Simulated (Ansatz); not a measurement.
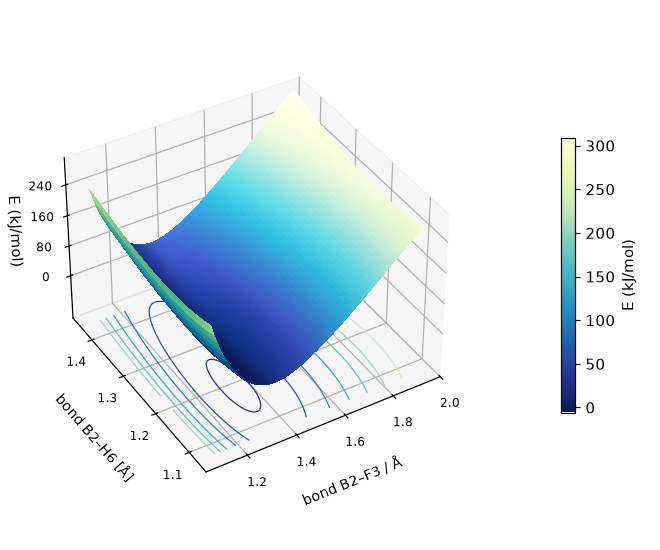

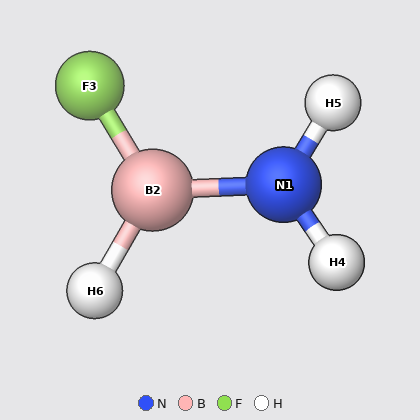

Energy landscape of BFH3N, SMILES NBF. 
- Two internal coordinates are moved rigidly from the geometry relaxed at PBE0-D4/def2-TZVP, all others fixed.
- Coordinates scanned: (1) bond B2–F3; (2) bond B2–H6.
- The scan uses a 7 × 7 grid.
- Points are written as (first, second).
- All energies are given in kJ/mol relative to the lowest grid point.
- Computed with Ansatz 0.2.0, RHF-CCSD(T), frozen core/def2-TZVPP.

In the figure: a relief with its contours projected below. Between grid points the surface is interpolated. The second picture is the structure at the lowest point.

> Where are the wells?

The lowest grid point is at (1.299 Å, 1.223 Å). The bottom of the well lies between grid points, at about (1.343 Å, 1.192 Å), about 5.7 kJ/mol lower on the interpolated surface. No other kind of well shows on this grid. The highest grid point, (1.939 Å, 1.436 Å), lies 309 kJ/mol above the lowest.

Grid values (kJ/mol):

| bond B2–H6 ↓, bond B2–F3 → | 1.097 | 1.179 | 1.299 | 1.439 | 1.594 | 1.762 | 1.939 |
| --- | --- | --- | --- | --- | --- | --- | --- |
| 1.436 | 237 | 111 | 45 | 60 | 126 | 215 | 309 |
| 1.360 | 218 | 91 | 23 | 37 | 102 | 191 | 285 |
| 1.289 | 205 | 77 | 8 | 20 | 85 | 173 | 267 |
| 1.223 | 200 | 70 | 0 | 11 | 75 | 163 | 256 |
| 1.163 | 202 | 72 | 0 | 11 | 74 | 161 | 254 |
| 1.112 | 212 | 81 | 8 | 18 | 80 | 167 | 260 |
| 1.077 | 224 | 92 | 19 | 28 | 90 | 177 | 270 |

Each point was launched as `ansatz run in.yaml --threads 2 --pin off --events-out ev --progress --plain --max-ram 4352MiB`.
